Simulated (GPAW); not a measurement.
**A 7-layer slab of W(110): simulated STM images**

What would a tunnelling microscope show on a 7-layer slab of W(110)?

Program: GPAW 26.7.0. Level of theory: GPAW, PAW setups; slab in vacuum, relaxation, in the first sound run; inputs show where later runs differ. Results are calculated unless marked as measured.

### 1. Starting point

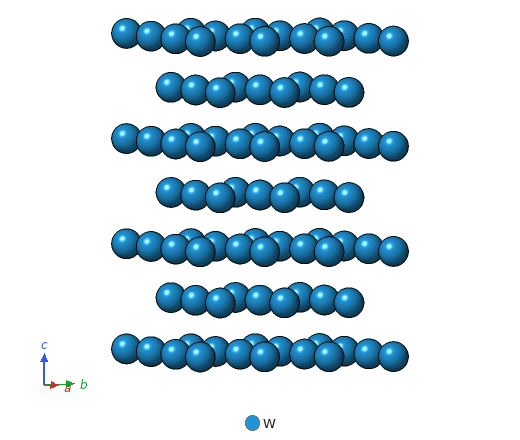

Start, viewed from the side, with the c axis up; tungsten blue. 3×3×1 cells are drawn. Some periodic images of atoms are drawn too.

The cell holds 7 atoms: 7 W. Cell: a = 2.737 Å, b = 2.737 Å, c = 31.407 Å, α = 90.0°, β = 90.0°, γ = 70.5°. Vacuum lies along c.

Structure file:

```cif
data_structure
_symmetry_space_group_name_H-M 'P 1'
_symmetry_Int_Tables_number 1
_cell_length_a 2.7366
_cell_length_b 2.7366
_cell_length_c 31.4067
_cell_angle_alpha 90.000
_cell_angle_beta 90.000
_cell_angle_gamma 70.529
_cell_volume 221.76
loop_
_atom_site_label
_atom_site_type_symbol
_atom_site_fract_x
_atom_site_fract_y
_atom_site_fract_z
_atom_site_occupancy
W1 W 0.00000 0.00000 0.28656 1
W2 W 0.50000 0.50000 0.35771 1
W3 W 0.00000 0.00000 0.42885 1
W4 W 0.50000 0.50000 0.50000 1
W5 W 0.00000 0.00000 0.57115 1
W6 W 0.50000 0.50000 0.64229 1
W7 W 0.00000 0.00000 0.71344 1
```

### 2. Relaxation

The atoms are relaxed first, since the surface dipole, and with it the work function, follows the positions of the outer layers. The lowest 3 atoms are held at bulk positions and keep their forces.

run.py reads:

```python
import json
import numpy as np
from ase import Atoms
from ase.constraints import FixAtoms
from ase.optimize import BFGS
from gpaw import GPAW, PW

slab = Atoms(
    ['W', 'W', 'W', 'W', 'W', 'W', 'W'],
    positions=[
        [0.00000, 0.00000, 9.00000],
        [2.23446, 0.00000, 11.23446],
        [0.00000, 0.00000, 13.46891],
        [2.23446, 0.00000, 15.70337],
        [0.00000, 0.00000, 17.93783],
        [2.23446, 0.00000, 20.17229],
        [0.00000, 0.00000, 22.40674]],
    cell=[[2.23446, -1.58, 0.0], [2.23446, 1.58, 0.0], [0.0, 0.0, 31.40674]],
    pbc=[True, True, False])

slab.calc = GPAW(mode=PW(400), xc='PBE', kpts={'size': (12, 12, 1), 'gamma': True},
                 occupations={'name': 'fermi-dirac', 'width': 0.1}, nbands='160%',
                 convergence={'density': 1e-05}, maxiter=200,
                 poissonsolver={'dipolelayer': 'xy'},
                 symmetry={'tolerance': 1e-3, 'extra_ids': [1, 1, 1, 0, 0, 0, 0]}, txt='slab.txt')
result = {}
slab.set_constraint(FixAtoms([0, 1, 2]))
path = []
opt = BFGS(slab, maxstep=0.2)
opt.attach(lambda: path.append((slab.get_potential_energy(), slab.positions.tolist(), slab.get_forces().tolist())))
result['relaxed'] = bool(opt.run(fmax=0.03, steps=40))
result['path'] = path
energy = slab.get_potential_energy()
fermi = slab.calc.get_fermi_level()
v = slab.calc.get_electrostatic_potential().mean((0, 1)) - fermi
n = slab.calc.get_pseudo_density().mean((0, 1))
L = slab.cell[2, 2]
z = np.arange(len(v)) * L / len(v)
low, high = slab.positions[:, 2].min(), slab.positions[:, 2].max()
below, above = np.interp([low - 6.8, high + 6.8], z, v)
slopes = [np.interp(x, z, np.gradient(v, z)) for x in (low - 6.8, high + 6.8)]
eps = np.array([[slab.calc.get_eigenvalues(k, s) for k in range(len(slab.calc.get_ibz_k_points()))]
                for s in range(slab.calc.get_number_of_spins())]) - fermi
top, bottom = eps[eps < 0].max(), eps[eps > 0].min()
dipole = slab.get_dipole_moment()[2]
print(f'energy {energy:.4f} eV, Fermi level {fermi:.4f} eV, dipole {dipole:.5f} e A')
print(f'potential 6.8 A off the faces, from the Fermi level: lower {below:.4f} eV, upper {above:.4f} eV')
print(f'slope of the potential there: lower {slopes[0]:.5f}, upper {slopes[1]:.5f} eV/A')
print(f'nearest levels on the mesh: {top:.4f} and {bottom:.4f} eV')
print('magnetic moment', round(slab.get_magnetic_moment(), 3))
result.update(energy=energy, fermi=fermi, dipole=dipole, below=below, above=above, slopes=slopes, edges=[top, bottom],
              z=z.tolist(), v=v.tolist(), n=n.tolist(), positions=slab.positions.tolist(),
              forces=slab.get_forces(apply_constraint=False).tolist(), moments=slab.get_magnetic_moments().tolist())
json.dump(result, open('result.json', 'w'))
```

Started as:

```sh
$ OMP_NUM_THREADS=1 OPENBLAS_NUM_THREADS=1 python run.py
```

Log:

```text
Step          Energy          fmax
BFGS:    0      -78.153307        0.657914
BFGS:    1      -78.160182        0.459355
BFGS:    2      -78.167197        0.194173
BFGS:    3      -78.167730        0.157960
BFGS:    4      -78.169581        0.107865
BFGS:    5      -78.170048        0.108496
BFGS:    6      -78.171556        0.117952
BFGS:    7      -78.172269        0.102290
BFGS:    8      -78.173017        0.139947
BFGS:    9      -78.173656        0.141281
BFGS:   10      -78.174236        0.086268
BFGS:   11      -78.174439        0.035801
BFGS:   12      -78.174489        0.002406
energy -78.1098 eV, Fermi level 4.9444 eV, dipole 0.00208 e A
potential 6.8 A off the faces, from the Fermi level: lower 4.8920 eV, upper 4.8299 eV
slope of the potential there: lower -0.00003, upper -0.00002 eV/A
nearest levels on the mesh: -0.0022 and 0.0189 eV
magnetic moment 0.0
```

Wall time 1.7 h (1 thread of Arm Neoverse V1, shared host); peak memory 0.44 GiB.

Relaxation path:

```csv
step,energy less that of the first step (eV),largest force (eV/Å)
1,0.0000,0.6579
2,-0.0070,0.4594
3,-0.0142,0.1942
4,-0.0147,0.1580
5,-0.0167,0.1079
6,-0.0172,0.1085
7,-0.0187,0.1180
8,-0.0194,0.1023
9,-0.0201,0.1399
10,-0.0206,0.1413
11,-0.0211,0.0863
12,-0.0213,0.0358
13,-0.0214,0.0024
```

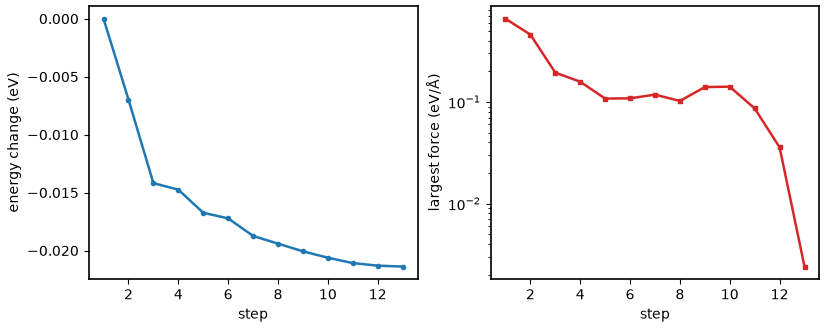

Energy and largest force along the relaxation.

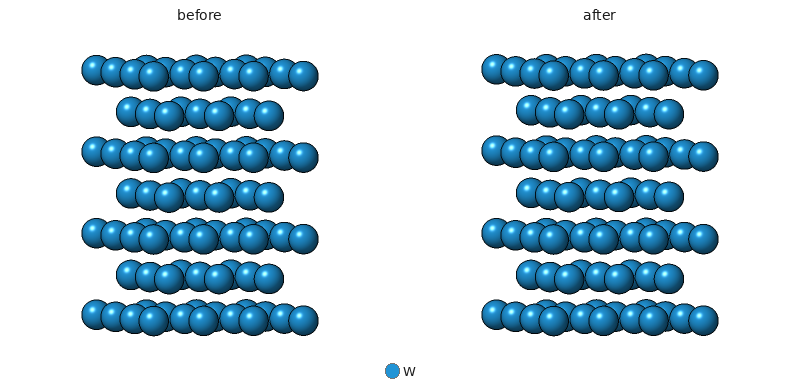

The structure before and after the relaxation, drawn at the same scale.

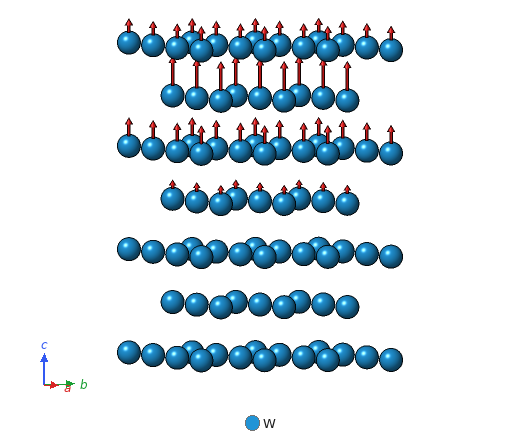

Displacements in the relaxation, exaggerated; the longest in the cell stands for 0.09 Å. 3×3×1 cells are drawn. Some periodic images of atoms are drawn too.

The atoms that moved most (Å):

```
atom     dx     dy     dz  length
  W6  0.000  0.000  0.089   0.089
  W5  0.000  0.000  0.056   0.056
  W7  0.000  0.000  0.044   0.044
  W4  0.000  0.000  0.028   0.028
```

Final coordinates:

```
W
1.0
     2.23446   -1.58000    0.00000
     2.23446    1.58000    0.00000
     0.00000    0.00000   31.40674
W
7
Cartesian
  0.0000 0.0000 9.0000
  2.2345 0.0000 11.2345
  0.0000 0.0000 13.4689
  2.2345 0.0000 15.7316
  0.0000 0.0000 17.9941
  2.2345 0.0000 20.2612
  0.0000 0.0000 22.4508
```

Numbers from this step:

```yaml
dipole_along_the_normal: 0.002078 e·Å
levels_nearest_the_fermi_level_on_the_mesh: -0.002167, 0.01887 eV from the Fermi level
upper_work_function: 4.830 eV
lower_work_function: 4.892 eV
```

The electrostatic potential energy of an electron (without an applied field's), less the Fermi level, planar mean oscillates, so the rows of the table below give means over windows of 2.24 Å about each position, cut where the curve ends. Its maxima inside the range that stand out by 2 % of the span (Å: eV): 10.1: -2.78, 12.4: -2.94, 14.6: -2.58, 16.9: -2.54, 19.1: -2.57, 21.4: -3.21. Its minima: 9.0: -29.3, 11.2: -29.8, 13.5: -29.7, 15.7: -29.6, 17.9: -29.5, 20.3: -29.7, 22.4: -29.3.

The electrostatic potential energy of an electron (without an applied field's), less the Fermi level, planar mean by z; means over each step:

```
z (Å)  electrostatic potential energy of an electron (without an applied field's), less the Fermi level, planar mean (eV)
 1.12                                                                                                                4.89
 3.36                                                                                                                4.89
 5.60                                                                                                                4.84
 7.84                                                                                                               -4.75
10.08                                                                                                               -14.6
12.32                                                                                                               -14.8
14.56                                                                                                               -14.3
16.80                                                                                                               -14.3
19.04                                                                                                               -14.3
21.28                                                                                                               -15.3
23.52                                                                                                               -6.13
25.76                                                                                                                4.76
28.00                                                                                                                4.83
30.24                                                                                                                4.83
```

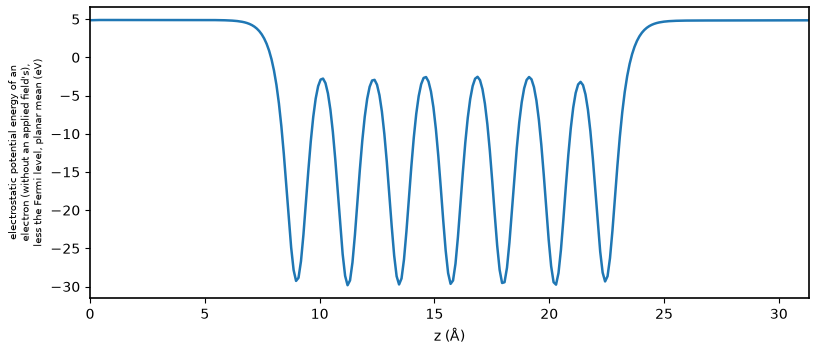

Electrostatic potential energy of an electron (without an applied field's), less the Fermi level, planar mean, plotted against z.

The pseudo valence density, planar mean oscillates, so the rows of the table below give means over windows of 2.24 Å about each position, cut where the curve ends. Its maxima inside the range that stand out by 2 % of the span (Å: e/Å³): 9.0: 1.86, 11.3: 1.79, 13.5: 1.86, 15.8: 1.81, 17.9: 1.84, 20.3: 1.84, 22.4: 1.86. Its minima: 10.0: 0.359, 12.4: 0.352, 14.5: 0.344, 16.9: 0.341, 19.2: 0.346, 21.4: 0.374.

The pseudo valence density, planar mean by z; means over each step:

```
z (Å)  pseudo valence density, planar mean (e/Å³)
 3.36                                      7.3e-6
 5.60                                     0.00190
 7.84                                       0.411
10.08                                       0.889
12.32                                       0.890
14.56                                       0.867
16.80                                       0.868
19.04                                       0.865
21.28                                       0.922
23.52                                       0.480
25.76                                     0.00234
28.00                                      9.4e-6
```

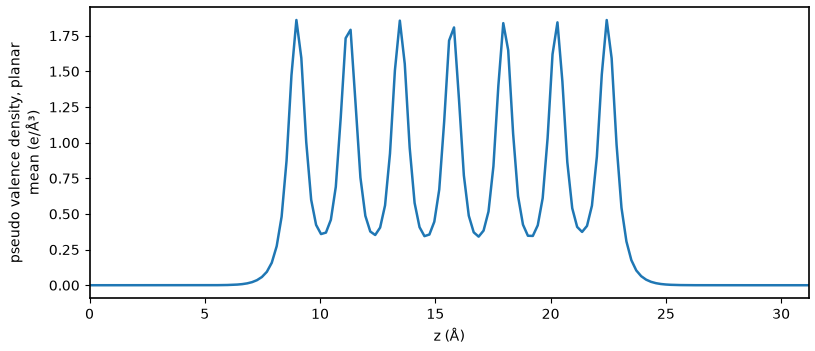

Pseudo valence density, planar mean, plotted against z.

The relaxation lowered the energy of the cell by 0.0214 eV (energies extrapolated to zero smearing; the optimiser's log prints free energies). The largest force left on a free atom is 0.0024 eV/Å.

### 3. The slab's potential

The work function is the vacuum plateau of the electrostatic potential less the Fermi level; a dipole layer lets the two faces have plateaus of their own.

This step: GPAW, PAW setups; slab in vacuum (GPAW 26.7.0).

run.py, as its differences from that of step 2:

```diff
@@ -3,4 +3,3 @@
 from ase import Atoms
-from ase.constraints import FixAtoms
-from ase.optimize import BFGS
+from ase.dft.stm import STM
 from gpaw import GPAW, PW
@@ -11,8 +10,8 @@
         [0.00000, 0.00000, 9.00000],
-        [2.23446, 0.00000, 11.23446],
+        [2.23446, -0.00000, 11.23446],
         [0.00000, 0.00000, 13.46891],
-        [2.23446, 0.00000, 15.70337],
-        [0.00000, 0.00000, 17.93783],
-        [2.23446, 0.00000, 20.17229],
-        [0.00000, 0.00000, 22.40674]],
+        [2.23446, -0.00000, 15.73164],
+        [-0.00000, 0.00000, 17.99406],
+        [2.23446, -0.00000, 20.26119],
+        [0.00000, 0.00000, 22.45080]],
     cell=[[2.23446, -1.58, 0.0], [2.23446, 1.58, 0.0], [0.0, 0.0, 31.40674]],
@@ -24,10 +23,4 @@
                  poissonsolver={'dipolelayer': 'xy'},
-                 symmetry={'tolerance': 1e-3, 'extra_ids': [1, 1, 1, 0, 0, 0, 0]}, txt='slab.txt')
+                 symmetry={'tolerance': 1e-3}, txt='slab.txt')
 result = {}
-slab.set_constraint(FixAtoms([0, 1, 2]))
-path = []
-opt = BFGS(slab, maxstep=0.2)
-opt.attach(lambda: path.append((slab.get_potential_energy(), slab.positions.tolist(), slab.get_forces().tolist())))
-result['relaxed'] = bool(opt.run(fmax=0.03, steps=40))
-result['path'] = path
 energy = slab.get_potential_energy()
@@ -53,2 +46,16 @@
               forces=slab.get_forces(apply_constraint=False).tolist(), moments=slab.get_magnetic_moments().tolist())
+
+# Images need the states of the whole zone, up to time reversal
+slab.calc = slab.calc.fixed_density(symmetry={'point_group': False}, txt='states.txt', nbands='250%',
+                                    convergence={'bands': 'CBM+1.3'})
+stm = STM(slab)
+result['stm'] = []
+for bias in [-1.0, 1.0]:
+    height = high + 3.0
+    current = stm.get_averaged_current(bias, height)
+    x, y, h = stm.scan(bias, current)
+    i, f = divmod(height / L * stm.ldos.shape[2], 1)
+    I = abs((1 - f) * stm.ldos[:, :, int(i)] + f * stm.ldos[:, :, int(i) + 1])
+    print(f'bias {bias} V: mean current at 3.0 A {current:.4e}, corrugation {np.ptp(h):.4f} A')
+    result['stm'].append(dict(bias=bias, current=current, h=(h - high).tolist(), I=I.tolist()))
 json.dump(result, open('result.json', 'w'))
```

Log:

```text
energy -78.1098 eV, Fermi level 4.9444 eV, dipole 0.00259 e A
potential 6.8 A off the faces, from the Fermi level: lower 4.8916 eV, upper 4.8303 eV
slope of the potential there: lower -0.00008, upper 0.00004 eV/A
nearest levels on the mesh: -0.0022 and 0.0188 eV
magnetic moment 0.0
bias -1.0 V: mean current at 3.0 A 4.0939e-04, corrugation 0.0393 A
bias 1.0 V: mean current at 3.0 A 5.5270e-04, corrugation 0.1213 A
```

Wall time 22 min (1 thread); peak memory 1.1 GiB.

This step gave:

- dipole along the normal: 0.002587 e·Å
- levels nearest the Fermi level on the mesh: -0.002161, 0.01877 eV from the Fermi level
- corrugation -1: 0.03929 Å
- corrugation 1: 0.1213 Å

The electrostatic potential energy of an electron (without an applied field's), less the Fermi level, planar mean oscillates, so the rows of the table below give means over windows of 2.24 Å about each position, cut where the curve ends. Its maxima inside the range that stand out by 2 % of the span (Å: eV): 10.1: -2.78, 12.4: -2.94, 14.6: -2.58, 16.9: -2.54, 19.1: -2.57, 21.4: -3.21. Its minima: 9.0: -29.3, 11.2: -29.8, 13.5: -29.7, 15.7: -29.6, 17.9: -29.5, 20.3: -29.7, 22.4: -29.3.

The electrostatic potential energy of an electron (without an applied field's), less the Fermi level, planar mean by z; means over each step:

(Unchanged from step 2.)

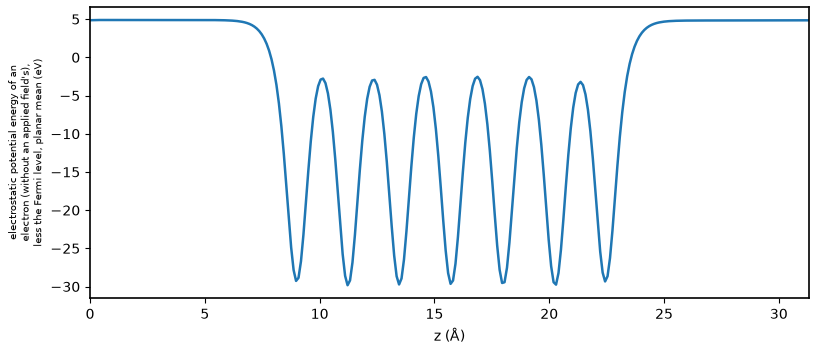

Electrostatic potential energy of an electron (without an applied field's), less the Fermi level, planar mean, plotted against z.

The pseudo valence density, planar mean oscillates, so the rows of the table below give means over windows of 2.24 Å about each position, cut where the curve ends. Its maxima inside the range that stand out by 2 % of the span (Å: e/Å³): 9.0: 1.86, 11.3: 1.79, 13.5: 1.86, 15.8: 1.81, 17.9: 1.84, 20.3: 1.84, 22.4: 1.86. Its minima: 10.0: 0.359, 12.4: 0.352, 14.5: 0.344, 16.9: 0.341, 19.2: 0.346, 21.4: 0.374.

The pseudo valence density, planar mean by z; means over each step:

(Unchanged from step 2.)

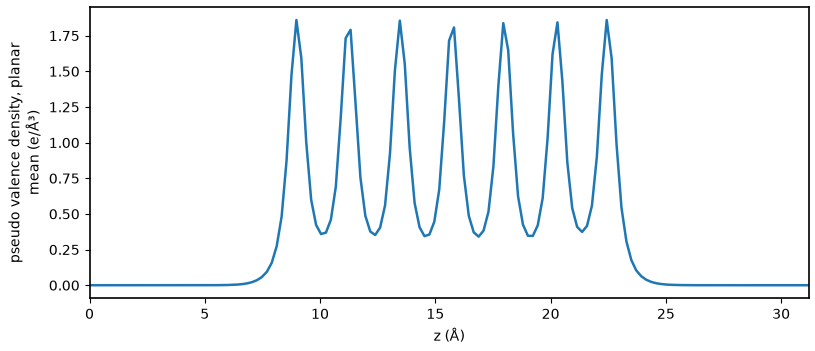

Pseudo valence density, planar mean against z.

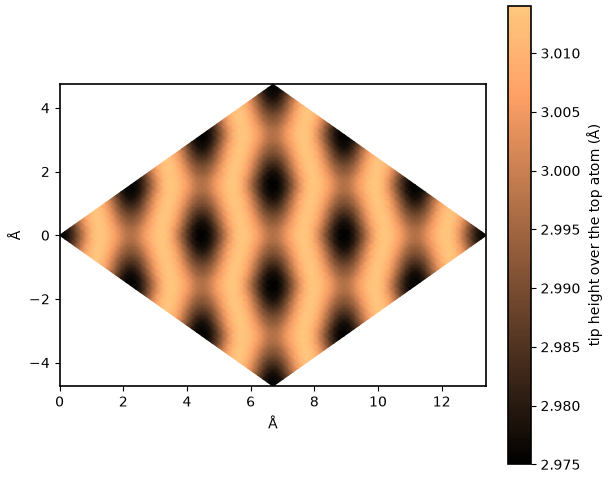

Tip height over the top atom over a1 and a2. Sample bias -1 V, constant current at the mean current 3.0 Å over the top atom. The cell is repeated, with its origin at the lower left corner.

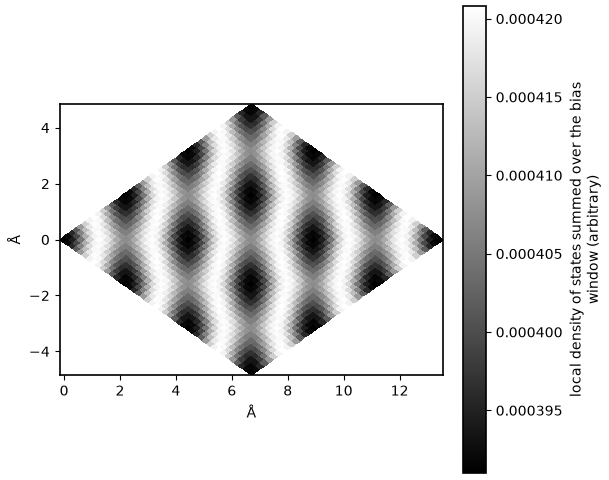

Local density of states summed over the bias window over a1 and a2. Sample bias -1 V, constant height 3.0 Å over the top atom. The cell is repeated, with its origin at the lower left corner.

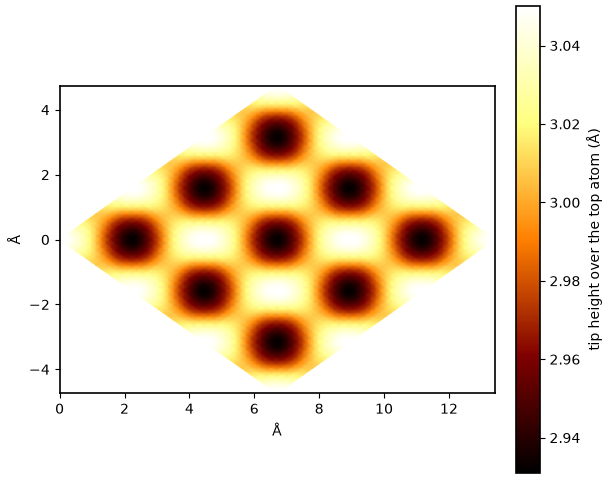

Tip height over the top atom over a1 and a2. Sample bias 1 V, constant current at the mean current 3.0 Å over the top atom. The cell is repeated, with its origin at the lower left corner.

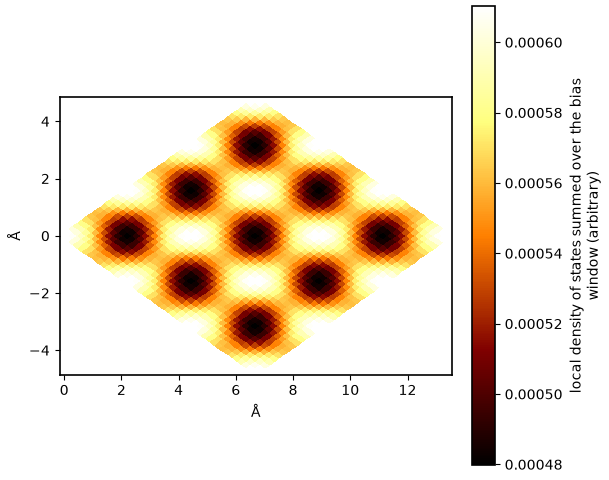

Local density of states summed over the bias window over a1 and a2. Sample bias 1 V, constant height 3.0 Å over the top atom. The cell is repeated, with its origin at the lower left corner.

Force by atom:

```csv
atom,x (eV/Å),y (eV/Å),z (eV/Å),size
W1,0.000,0.000,0.370,0.370
W2,0.000,0.000,-0.644,0.644
W3,0.000,0.000,0.269,0.269
W4,0.000,0.000,0.002,0.002
W5,0.000,0.000,0.002,0.002
W6,0.000,0.000,0.000,0.000
W7,0.000,0.000,-0.001,0.001
```

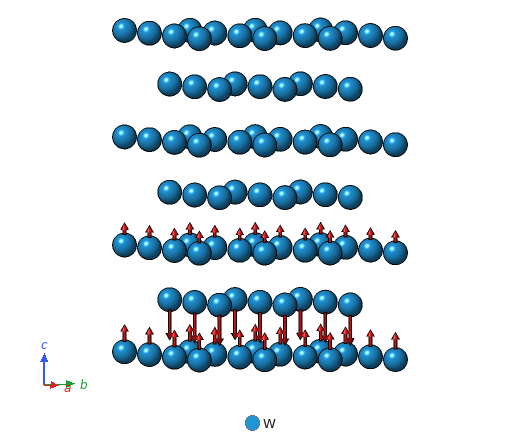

Force as arrows, the longest 0.644 eV/Å. 3×3×1 cells are drawn. Some periodic images of atoms are drawn too.

The potential is flat to 8.5e-5 eV/Å where it is read, so the vacuum is wide enough.

### 4. Summary of results

- work function, upper and lower face: 4.830 and 4.892 eV
- dipole along the normal: 0.00259 e Å
- corrugation at -1 V: 0.0393 Å
- corrugation at 1 V: 0.121 Å

In words: The corrugation at constant current is largest at 1 V, where the tip height varies by 0.12 Å over the cell. Negative sample bias images filled states, positive bias empty ones. The two faces differ by 0.061 eV, the step that the slab's dipole makes (e p/(ε0 A) gives 0.066 eV), so the dipole layer is needed. The lowest atoms were held at bulk positions, which alone makes the faces unlike. The measured value for this face is 5.25 eV (as compiled in "Anisotropic work function of elemental crystals", 2019, arxiv:1902.07811); the relaxed upper face lies 0.42 eV under it with PBE. Measured work functions scatter by a tenth of an eV or more between methods. The images are of Tersoff-Hamann type: an s-wave tip, no tip-sample forces, heights closer than in a microscope. The small printed dipole stands for a step of -66 meV from the lower to the upper face, and the probes find -61 meV; values this small are near the numerical noise of both. The in-plane lattice was kept as typed, which isn't the functional's own and leaves some strain; spin-orbit coupling and temperature are left out.

[Logs are printed without paths, hosts, clocks, repeated set-up lines and the standing remarks that a program may print on its own settings, such as how far it seeks lower states.]

[Hosts, paths, dates, database ids (printed as entryN), source tags and the programs' standing remarks are cut or masked in the printed files.]
